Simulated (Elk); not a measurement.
Band structure of Nb₆SnGe (Pm-3, 8 atoms in the cell).

```
Nb6SnGe
1.0
    5.25768     0.00000     0.00000
    0.00000     5.25768     0.00000
    0.00000     0.00000     5.25768
Nb Sn Ge
6 1 1
Direct
  0.00000   0.50000   0.74219
  0.00000   0.50000   0.25781
  0.74219   0.00000   0.50000
  0.25781   0.00000   0.50000
  0.50000   0.74219   0.00000
  0.50000   0.25781   0.00000
  0.00000   0.00000   0.00000
  0.50000   0.50000   0.50000
```

Method: PBEsol, all-electron FP-LAPW, Elk's shipped species files, APW+lo basis with extra local orbitals (Elk).

Settings: xctype = 22; rgkmax = 7.5; stype = 0; swidth = 0.00367493 Ha; ngridk = 4 4 4; gmaxvr = 14 1/bohr; nxlo = 2; lorbcnd = true; rmtscf = 0.87; lmaxi = 2.

The starting cell comes from a database of computed structures (which also holds hypothetical and non-ambient phases and stackings), without a prior relaxation at this level. Spin polarisation is off. Values depend on the basis (sphere radii, cutoffs, local orbitals), which need not be converged.

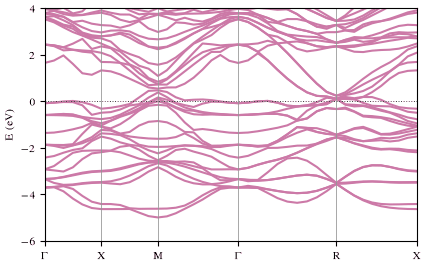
Figure. Bands along the path, energies from the Fermi level.

Levels in eV from the Fermi level, bands 54 to 61:
| point | 54 | 55 | 56 | 57 | 58 | 59 | 60 | 61 |
|---|---|---|---|---|---|---|---|---|
| Γ | -0.59 | -0.59 | -0.08 | -0.08 | 1.65 | 2.44 | 2.44 | 2.44 |
| X | -0.94 | -0.77 | -0.49 | -0.32 | 1.33 | 1.69 | 2.09 | 2.36 |
| M | 0.12 | 0.17 | 0.38 | 0.47 | 0.55 | 0.72 | 0.74 | 0.84 |
| R | 0.11 | 0.11 | 0.11 | 0.11 | 0.11 | 0.11 | 0.24 | 0.24 |

Bands cross the Fermi level along this path, so the cell is metallic at this level.
